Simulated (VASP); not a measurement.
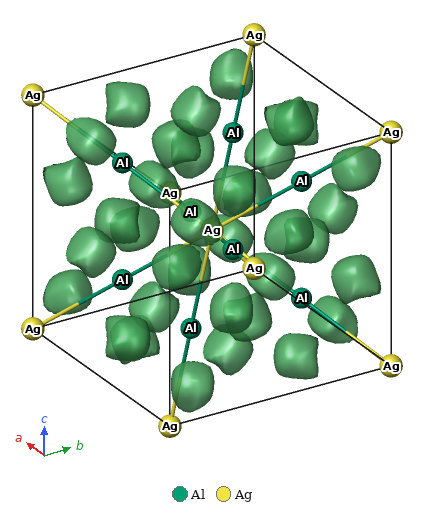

The picture shows: Al4Ag. Isosurface of the electron localisation function at 0.65 (green), seen at an oblique angle. Only the valence region is drawn (cores and ρ < 0.01 e/Å³ removed). Sticks mark near contacts.

Space group Im-3m; a structure from a database of computed crystals, not necessarily the ambient phase; a generated structure, not necessarily the stable one; computed pressure about 33 GPa in this cell.

All numbers below come from Kohn-Sham DFT of a periodic cell, PBE, VASP PAW PBE potentials, recommended in VASP.

In a PAW calculation such maps are meaningful between the atoms, not at the nuclei.

**Identify the bonds, lone pairs and shells in this picture.**

The surface consists of 24 pockets between the atoms, centred on no nucleus (multi-centre or interstitial), counted in one cell of 10 atoms. Any copies at cell faces, edges or corners count once. Along the contacts the grid gives the following. Al–Ag (2.34 Å): the ELF is about 0.45 at the midpoint.
